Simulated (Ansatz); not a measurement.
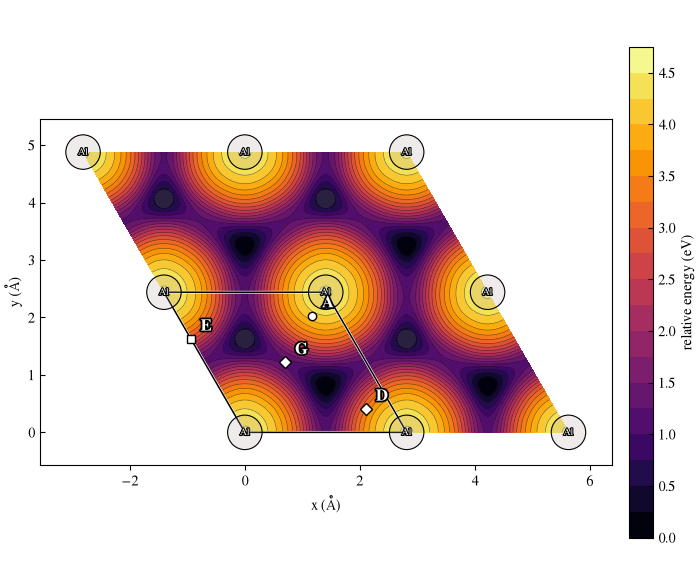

N on an Al(111) slab cut from the Fm-3m phase, its upper half relaxed before the scan (12 atoms of substrate and one adsorbate in a 2 × 2 cell). N is moved over the surface cell; relaxed at each place: the height of the adsorbate's atoms; substrate rigid; the origin of the map has the adsorbate above Al9. Places are given modulo a cell vector. The map is drawn in real space over the plane of the surface. Grid: 6 × 6 points; 10 points were computed and 26 follow by symmetry. Places are given in fractions of the 1 × 1 surface cell. Energies are in eV, from the lowest grid point. Theory: DFT LDA, scalar-relativistic, plane waves, PAW in Ansatz. Settings: cutoff 420 eV, k-mesh 6×6×1, gaussian smearing 0.1 eV, no spin polarisation.

Drawn: filled contours, labelled circles for the atoms of the top layer and small ones for the second layer, the outline of one cell of the 2 × 2 shown, lettered points. Between grid points the surface is interpolated.

Is A the lowest point of the computed grid?

No. A lies 4.15 eV above the lowest grid point, which is at a threefold hollow over a third-layer Al atom, (4/6, 2/6) of the cell vectors.

Rank the lettered points by energy, lowest first.

G (1.21 eV), E (2.87 eV), D (3.29 eV), A (4.15 eV).
